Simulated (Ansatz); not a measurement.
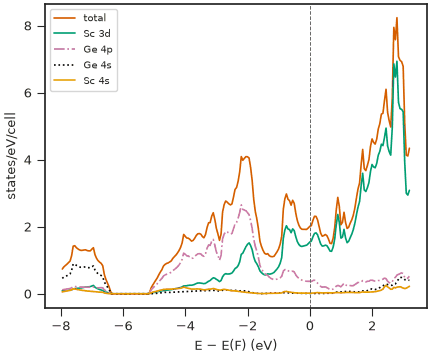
Fig. 1. Total and projected density of states of ScGe in space group Cmcm (No. 63; Sc on 4c, Ge on 4c), the program Ansatz at the PBEsol level (PAW)

Q: Which orbitals carry the states next to the Fermi level?

A: Within 0.5 eV of the Fermi level: Sc 3d 76 %, Ge 4p 18 %. Projections are on Löwdin-orthogonalised atomic valence shells; empty p or d shells of many metals are not among them.

Q: Where is the tallest occupied peak in this window, and what makes it?

A: Near -2.2 eV, about 4.1 states/eV per cell; the largest projected share is Ge 4p.

The first step of the workflow began from a Materials Project structure, measured or hypothetical; the Crystallography Open Database copy checked does not list it. Whether it is the stable phase at ambient conditions was not checked. The PBEsol relaxation kept the symmetry of its start; of distortions, only those at the zone centre were tested. The run is not spin-polarised. Spin–orbit coupling is left out wherever it is not named.

Potentials: the later of the program's two PAW sets.
